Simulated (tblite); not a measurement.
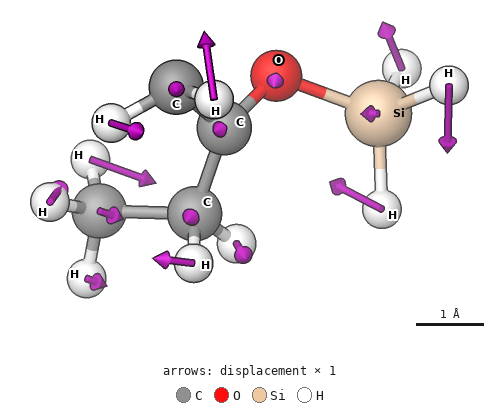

A relaxation of C4H10OSi (charge −1, multiplicity 2). The starting structure is drawn; purple arrows show the displacements, at their true length. The two geometries are superimposed by the best rigid fit.

Style: ball-and-stick. Shown from a free direction.

Level of theory: GFN2-xTB geometry optimisation, gas phase (tblite). 

Which element moves most?

Answer. Hydrogen: up to 1.32 Å, against 0.51 Å for carbon.

What happened in the run?

Answer. The energy falls by 121.9 kJ/mol in 173 geometry steps. The largest move after the best rigid fit is that of an H atom, 1.32 Å. By element the largest moves are H 1.32 Å, C 0.51 Å, O 0.36 Å, Si 0.34 Å. Among the contacts that change: C–C 1.456 → 1.394 Å, O–Si 1.690 → 1.631 Å, C–H 1.135 → 1.078 Å, H–Si 1.456 → 1.492 Å. Among the angles between lasting bonds that change: C–O–Si 118.4° → 137.7°, H–Si–H 107.7° → 124.6°, O–Si–H 113.4° → 129.8°. Groups turn about C–C by about 30°, O–Si by about 25°, C–O by about 20°.
